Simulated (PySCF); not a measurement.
# C₃H₈O₂Si: electronic excitations at several levels of theory, part 2 of 2

PySCF 2.14.0. Atoms count from 0. Earlier steps stand in the parts before.

## 6. TDDFT and polarisability: B3LYP/def2-SVPD

Job settings and geometry (Å):

```
{"job": {"kind": "uv", "xc": "B3LYP", "basis": "def2-SVPD", "ip": true}, "charge": 0, "multiplicity": 1}
C     -2.611262     0.258714     0.457750
O     -1.389623    -0.341657     0.763831
C     -0.358486     0.026247    -0.106537
Si     1.228347    -0.852238     0.415586
C      2.572779    -0.286625    -0.851428
O      2.284234     0.447042    -1.766815
H     -3.353754    -0.095006     1.186394
H     -2.957679    -0.008402    -0.560310
H     -2.554436     1.363831     0.517710
H     -0.179440     1.122357    -0.104556
H     -0.585633    -0.237226    -1.161039
H      1.101214    -2.339712     0.346650
H      1.663674    -0.471671     1.793448
H      3.635373    -0.644969    -0.739237
```

Level: TDDFT B3LYP/def2-SVPD, vertical, gas phase, core orbitals frozen in the response.

Log:

```text
coarse grid: 12016 points
cycle   1  E = -558.5251482163  dE =  5.270e-01  |g| = 8.725e-01  |ddm| = 4.580e+00
cycle   2  E = -557.8856236911  dE =  6.395e-01  |g| = 1.959e+00  |ddm| = 2.363e+00
cycle   3  E = -558.6740806342  dE = -7.885e-01  |g| = 1.846e-01  |ddm| = 1.840e+00
cycle   4  E = -558.6781313376  dE = -4.051e-03  |g| = 1.309e-01  |ddm| = 2.320e-01
cycle   5  E = -558.6812837963  dE = -3.152e-03  |g| = 1.723e-02  |ddm| = 1.014e-01
cycle   6  E = -558.6813408288  dE = -5.703e-05  |g| = 6.105e-03  |ddm| = 2.051e-02
cycle   7  E = -558.6813497020  dE = -8.873e-06  |g| = 1.265e-03  |ddm| = 7.545e-03
final grid: 110944 points
cycle   8  E = -558.7769430543  dE = -2.512e-05  |g| = 6.828e-03  |ddm| = 7.708e-02
cycle   9  E = -558.7769206183  dE =  2.244e-05  |g| = 1.273e-02  |ddm| = 1.612e-02
cycle  10  E = -558.7769522055  dE = -3.159e-05  |g| = 2.074e-03  |ddm| = 9.884e-03
cycle  11  E = -558.7769531414  dE = -9.358e-07  |g| = 1.674e-04  |ddm| = 1.809e-03
cycle  12  E = -558.7769531439  dE = -2.551e-09  |g| = 1.309e-04  |ddm| = 2.775e-04
cycle  13  E = -558.7769531473  dE = -3.388e-09  |g| = 2.105e-05  |ddm| = 1.153e-04
cycle  14  E = -558.7769531474  dE = -1.012e-10  |g| = 6.148e-06  |ddm| = 3.084e-05
converged SCF energy = -558.7769531474

Static polarisability (au): isotropic 74.646, principal 60.121 75.047 88.770

Singlet excitations
state   eV       nm        f      main configurations
  1   3.2344    383.3   0.00042   H->L 0.99
  2   4.9275    251.6   0.00264   H-1->L 1.00
  3   5.7762    214.6   0.00141   H-2->L 0.98
  4   6.1037    203.1   0.00978   H->L+1 0.84, H->L+2 0.09
  5   6.1826    200.5   0.03887   H->L+2 0.88, H->L+1 0.10
  6   6.6124    187.5   0.00976   H-1->L+1 0.97
  7   6.8874    180.0   0.03585   H-3->L 0.84, H->L+4 0.11
  8   6.9436    178.6   0.00667   H-1->L+2 0.97
  9   7.0612    175.6   0.00845   H->L+3 0.54, H->L+4 0.32
 10   7.1089    174.4   0.00014   H-4->L 0.98

Triplet excitations (Tamm-Dancoff, eV): 2.5585 4.9065 5.6727 5.7086
Vertical ionisation energy (delta-SCF) = 9.1930 eV
Vertical electron affinity (delta-SCF) = -0.3794 eV
```

Wall time 2.1 min (1 thread, shared host).

In short: HOMO -6.91 eV, LUMO -1.92 eV; lowest singlet 3.23 eV.

## 7. TDDFT and polarisability: PBE0/def2-SVPD

Settings changed since step 6:

```diff
@@ -1,2 +1,2 @@
-{"job": {"kind": "uv", "xc": "B3LYP", "basis": "def2-SVPD", "ip": true}, "charge": 0, "multiplicity": 1}
+{"job": {"kind": "uv", "xc": "PBE0", "basis": "def2-SVPD", "ip": true}, "charge": 0, "multiplicity": 1}
 C     -2.611262     0.258714     0.457750
```

With the program's defaults for keys left out, this is: TDDFT PBE0/def2-SVPD, vertical, gas phase, core orbitals frozen in the response.

Log:

```text
coarse grid: 12016 points
cycle   1  E = -558.1040194499  dE =  5.266e-01  |g| = 8.026e-01  |ddm| = 4.363e+00
cycle   2  E = -557.6502285169  dE =  4.538e-01  |g| = 1.696e+00  |ddm| = 2.043e+00
cycle   3  E = -558.2333442391  dE = -5.831e-01  |g| = 1.502e-01  |ddm| = 1.516e+00
cycle   4  E = -558.2361380664  dE = -2.794e-03  |g| = 1.016e-01  |ddm| = 1.903e-01
cycle   5  E = -558.2380372484  dE = -1.899e-03  |g| = 1.189e-02  |ddm| = 8.115e-02
cycle   6  E = -558.2380644150  dE = -2.717e-05  |g| = 4.190e-03  |ddm| = 1.478e-02
cycle   7  E = -558.2380684781  dE = -4.063e-06  |g| = 1.045e-03  |ddm| = 5.308e-03
final grid: 110944 points
cycle   8  E = -558.3236492758  dE = -7.955e-06  |g| = 1.348e-02  |ddm| = 7.413e-02
cycle   9  E = -558.3235702230  dE =  7.905e-05  |g| = 2.442e-02  |ddm| = 2.810e-02
cycle  10  E = -558.3236830648  dE = -1.128e-04  |g| = 3.083e-03  |ddm| = 1.828e-02
cycle  11  E = -558.3236850743  dE = -2.009e-06  |g| = 3.158e-04  |ddm| = 2.610e-03
cycle  12  E = -558.3236850931  dE = -1.878e-08  |g| = 1.230e-04  |ddm| = 4.117e-04
cycle  13  E = -558.3236850962  dE = -3.139e-09  |g| = 2.329e-05  |ddm| = 1.358e-04
cycle  14  E = -558.3236850963  dE = -1.256e-10  |g| = 7.465e-06  |ddm| = 3.558e-05
converged SCF energy = -558.3236850963

Static polarisability (au): isotropic 73.960, principal 59.562 74.272 88.047

Singlet excitations
state   eV       nm        f      main configurations
  1   3.2311    383.7   0.00045   H->L 0.99
  2   5.2361    236.8   0.00288   H-1->L 1.00
  3   6.0082    206.4   0.00158   H-2->L 0.98
  4   6.3016    196.8   0.00963   H->L+1 0.78, H->L+2 0.13
  5   6.3697    194.6   0.04328   H->L+2 0.83, H->L+1 0.14
  6   6.8132    182.0   0.00848   H-1->L+1 0.95
  7   7.0664    175.5   0.05402   H-3->L 0.87
  8   7.1857    172.5   0.00852   H-1->L+2 0.95
  9   7.3332    169.1   0.02630   H->L+3 0.44, H->L+4 0.36
 10   7.4359    166.7   0.00009   H-4->L 0.97

Triplet excitations (Tamm-Dancoff, eV): 2.4976 5.2071 5.6226 5.9205
Vertical ionisation energy (delta-SCF) = 9.3351 eV
Vertical electron affinity (delta-SCF) = -0.3866 eV
```

Wall time 2.5 min (1 thread, shared host).

In short: HOMO -7.12 eV, LUMO -1.66 eV; lowest singlet 3.23 eV.

## 8. Excited states and response: BHandHLYP/def2-SVPD

Settings changed since step 7:

```diff
@@ -1,2 +1,2 @@
-{"job": {"kind": "uv", "xc": "PBE0", "basis": "def2-SVPD", "ip": true}, "charge": 0, "multiplicity": 1}
+{"job": {"kind": "uv", "xc": "BHandHLYP", "basis": "def2-SVPD", "ip": true}, "charge": 0, "multiplicity": 1}
 C     -2.611262     0.258714     0.457750
```

With the program's defaults for keys left out, this is: TDDFT BHandHLYP/def2-SVPD, vertical, gas phase, core orbitals frozen in the response.

Log:

```text
coarse grid: 12016 points
cycle   1  E = -558.3909646282  dE =  5.943e-01  |g| = 8.100e-01  |ddm| = 4.328e+00
cycle   2  E = -558.2249667490  dE =  1.660e-01  |g| = 1.261e+00  |ddm| = 1.581e+00
cycle   3  E = -558.5311307301  dE = -3.062e-01  |g| = 9.182e-02  |ddm| = 1.019e+00
cycle   4  E = -558.5321094271  dE = -9.787e-04  |g| = 7.181e-02  |ddm| = 1.355e-01
cycle   5  E = -558.5330571632  dE = -9.477e-04  |g| = 6.920e-03  |ddm| = 6.465e-02
cycle   6  E = -558.5330723608  dE = -1.520e-05  |g| = 2.373e-03  |ddm| = 1.365e-02
cycle   7  E = -558.5330741427  dE = -1.782e-06  |g| = 8.724e-04  |ddm| = 4.764e-03
final grid: 110944 points
cycle   8  E = -558.5953112625  dE = -1.348e-05  |g| = 2.135e-03  |ddm| = 4.617e-02
cycle   9  E = -558.5953110389  dE =  2.236e-07  |g| = 2.621e-03  |ddm| = 5.814e-03
cycle  10  E = -558.5953123206  dE = -1.282e-06  |g| = 3.479e-04  |ddm| = 2.113e-03
cycle  11  E = -558.5953123452  dE = -2.459e-08  |g| = 1.654e-04  |ddm| = 4.550e-04
cycle  12  E = -558.5953123512  dE = -5.998e-09  |g| = 4.177e-05  |ddm| = 2.114e-04
cycle  13  E = -558.5953123516  dE = -4.392e-10  |g| = 1.444e-05  |ddm| = 5.355e-05
converged SCF energy = -558.5953123516

Static polarisability (au): isotropic 70.956, principal 57.929 71.466 83.473

Singlet excitations
state   eV       nm        f      main configurations
  1   3.3737    367.5   0.00043   H->L 0.95
  2   7.0098    176.9   0.01288   H->L+1 0.47, H->L+2 0.29, H->L+4 0.10
  3   7.1202    174.1   0.01132   H-1->L 0.90
  4   7.1728    172.9   0.04945   H->L+2 0.59, H->L+1 0.20, H->L+3 0.08
  5   7.2959    169.9   0.00232   H-2->L 0.93
  6   7.6388    162.3   0.01520   H-1->L+1 0.71, H-1->L+2 0.14
  7   8.1082    152.9   0.01260   H-3->L 0.44, H->L+4 0.37
  8   8.1951    151.3   0.08790   H-3->L 0.36, H->L+5 0.29, H->L+4 0.16
  9   8.2131    151.0   0.01431   H-1->L+2 0.48, H-1->L+1 0.22, H-1->L+4 0.10
 10   8.3709    148.1   0.06883   H-2->L+1 0.24, H->L+5 0.17, H->L+3 0.15

Triplet excitations (Tamm-Dancoff, eV): 2.6803 5.4843 6.7637 6.8476
Vertical ionisation energy (delta-SCF) = 9.4294 eV
```

Wall time 1.8 min (1 thread, shared host).

Key values: HOMO -8.56 eV, LUMO -0.42 eV; lowest singlet 3.37 eV.

## 9. Comparing the runs: electronic excitations

Excitations and ground-state properties, with basis size and wall time:

```csv
run,lowest singlet (eV),brightest (eV),f,gap (eV),α (Å³),μ (D),functions,time
HF/def2-SVPD,3.62,9.00,0.211,13.20,9.98,1.24,194,26 s
LDA/def2-SVPD,3.02,5.73,0.054,2.70,11.79,0.99,194,2.1 min
PBE/def2-SVPD,3.11,5.91,0.036,2.83,11.58,0.96,194,2.3 min
B3LYP/def2-SVPD,3.23,6.18,0.039,4.99,11.06,1.04,194,2.1 min
PBE0/def2-SVPD,3.23,7.07,0.054,5.46,10.96,1.01,194,2.5 min
BHandHLYP/def2-SVPD,3.37,8.20,0.088,8.14,10.51,1.12,194,1.8 min
```

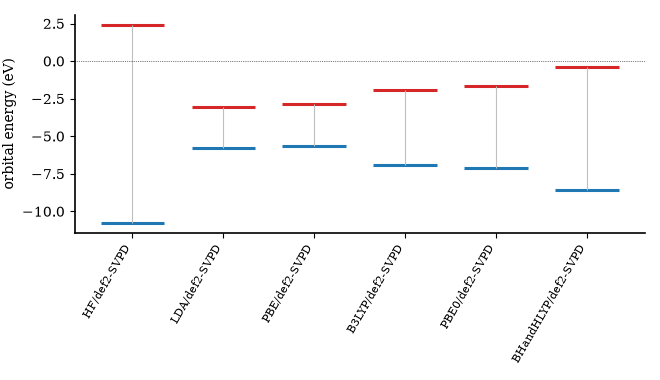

HOMO (blue) and LUMO (red) run by run.

## 10. Results

This closing draws on all 2 parts.

| quantity | value |
| --- | --- |
| point group | Cs |
| rotational constants (main isotopes) | 6.69, 1.29, 1.11 GHz |
| lowest singlet (HF/def2-SVPD) | 3.62 eV (343 nm), f = 0.000 |
| brightest single state of those computed | state 5, 9.00 eV, f = 0.211 |
| lowest triplet | 2.89 eV |
| vertical ionisation energy (ΔSCF) | 8.49 eV |
| range of the lowest singlet | 3.02 to 3.62 eV |

In words: Single values in the summary come from the first run of each kind that ended normally (HF/def2-SVPD), which need not be the best level. Over 4 steps the energy fell by 0.063 eV; of the close pairs, Si3–H11 changed most, 1.464 to 1.494 Å. The first singlet state (HOMO→LUMO+1 0.79) lies at 3.62 eV and is dark; of the 10 states computed, the strongest absorption comes from states 5 to 6 together at 9.00 eV. The lowest triplet lies 0.72 eV below the lowest singlet (triplets in Tamm-Dancoff, singlets in full TDDFT). At HF/def2-SVPD, the highest states lie near or above the ionisation energy, where they hang on the basis. The orbital energy would give 10.79 eV for ionisation, ΔSCF gives 8.49 eV. The lowest singlet runs from 3.02 eV (LDA/def2-SVPD) to 3.62 eV (HF/def2-SVPD), while the orbital gap spans 2.70 to 13.20 eV: the excitation energy moves far less from run to run than the orbital gap does. The lowest state need not be the same one in every run. The runs solved for a few states only, so the brightest column depends on that window.
